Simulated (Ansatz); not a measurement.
**Al2BH5N2O (SMILES [NH2][Al]([OH])[B]1[NH][AlH]1): density, localisation and related maps**

```yaml
atoms:
  - { symbol: N, position_ang: [0.0653, -2.4805, -0.1122] }
  - { symbol: Al, position_ang: [0.8178, -0.8708, -0.2654] }
  - { symbol: O, position_ang: [2.4688, -0.9330, -0.7895] }
  - { symbol: B, position_ang: [-0.3674, 0.8262, 0.1244] }
  - { symbol: N, position_ang: [-0.4272, 2.1293, 0.6298] }
  - { symbol: Al, position_ang: [-2.1911, 1.8005, 0.1109] }
  - { symbol: H, position_ang: [0.5488, -3.3713, -0.2451] }
  - { symbol: H, position_ang: [-0.9209, -2.6403, 0.1004] }
  - { symbol: H, position_ang: [3.0155, -0.1380, -0.8771] }
  - { symbol: H, position_ang: [0.3491, 2.6764, 1.0258] }
  - { symbol: H, position_ang: [-3.2934, 2.9445, 0.3186] }
```

Method: RKS PBE-D4/def2-SVP in Ansatz 0.2.0.

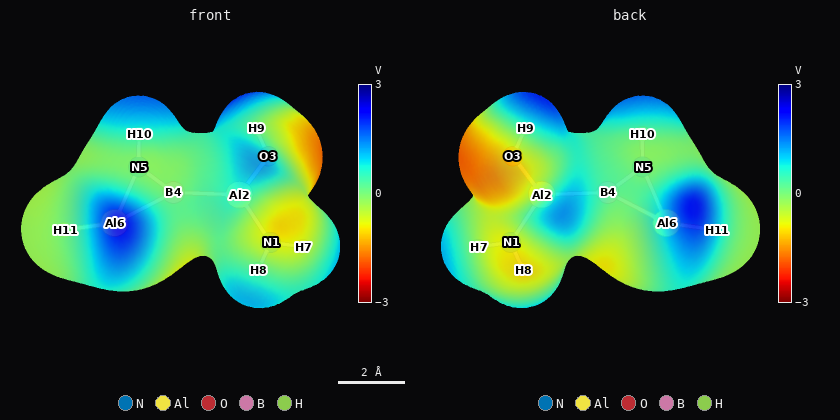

Figure 1. The electrostatic potential painted on the density surface at 0.002 e/bohr³, seen from the front and from behind; red is negative and blue positive.

**Which sites attract a positive test charge, and which a negative one?**

A positive charge is drawn to the negative regions and a negative charge to the positive ones. The most negative region (about −1.8 V, or −42 kcal/mol for a unit charge) lies over O3, the most positive (about +2.2 V, or +51 kcal/mol for a unit charge) over Al6. O3 is the likeliest acceptor of a hydrogen bond.

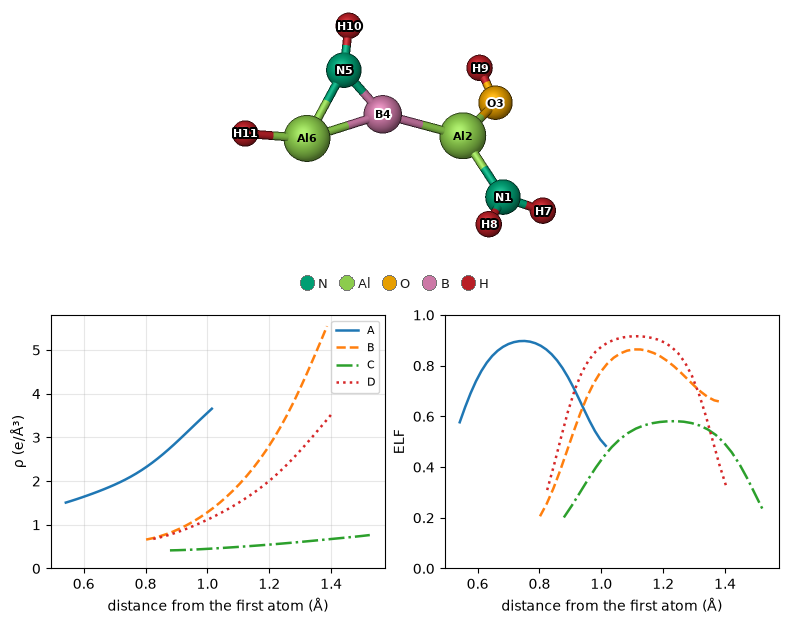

Figure 2. Total electron density and electron localisation function along straight lines between neighbouring atoms. The curves leave out the atomic cores. The structure is drawn too.

**Which curve belongs to which contact (Al–B, Al–N, Al–O and B–N)? The first atom named is at distance zero.**

Curve A: B–N (1.40 Å): ρ is about 1.9 e/Å³ halfway; the ELF peaks at about 0.90 between the atoms (a polar covalent bond). Curve B: Al–O (1.73 Å): ρ at the midpoint is about 0.78 e/Å³; the ELF peaks at about 0.85 in the valence shell of O, 0.6 Å from its nucleus, and is about 0.40 at the midpoint. Curve C: Al–B (2.07 Å): the density is about 0.46 e/Å³ at the midpoint; the ELF peaks at about 0.60 in the valence shell of B, 0.8 Å from its nucleus, and is about 0.50 at the midpoint. Curve D: Al–N (1.78 Å): the density is about 0.8 e/Å³ at the midpoint; the ELF peaks at about 0.90 in the valence shell of N, 0.7 Å from its nucleus, and is about 0.60 at the midpoint.

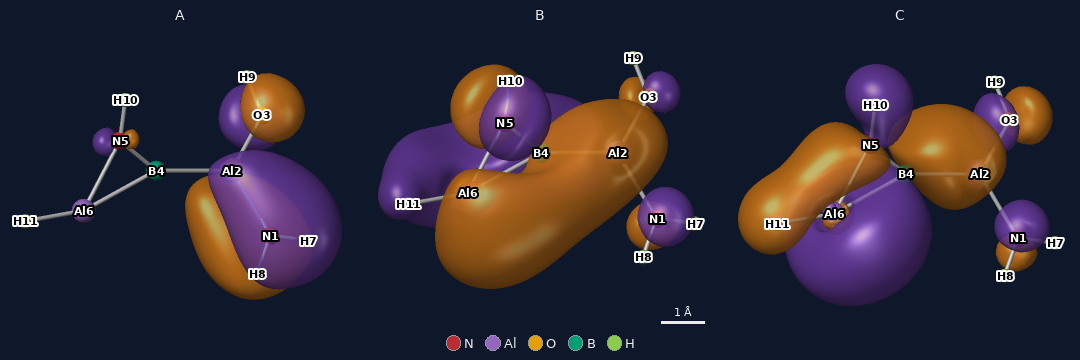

Figure 3. Three frontier orbitals at ±0.06 Å⁻³ᐟ² (orange and purple are the two phases), in no order.

**Which picture is the HOMO−1, the HOMO and the LUMO?**

A is the HOMO−1 (−5.32 eV). Its weight (Hirshfeld) is mainly on N1 (about 70 %) and O3 (about 10 %); largely a lone pair of N1. C is the HOMO (−4.68 eV). By Hirshfeld shares it lies mainly on Al6 (about 40 %), B4 (about 25 %), N5 (about 10 %) and Al2 (about 10 %). B is the LUMO (−1.90 eV). It lies mainly on Al6 (about 35 %), B4 (about 25 %), N5 (about 20 %) and Al2 (about 15 %).

**What is the HOMO–LUMO gap?**

2.78 eV between the orbital energies.
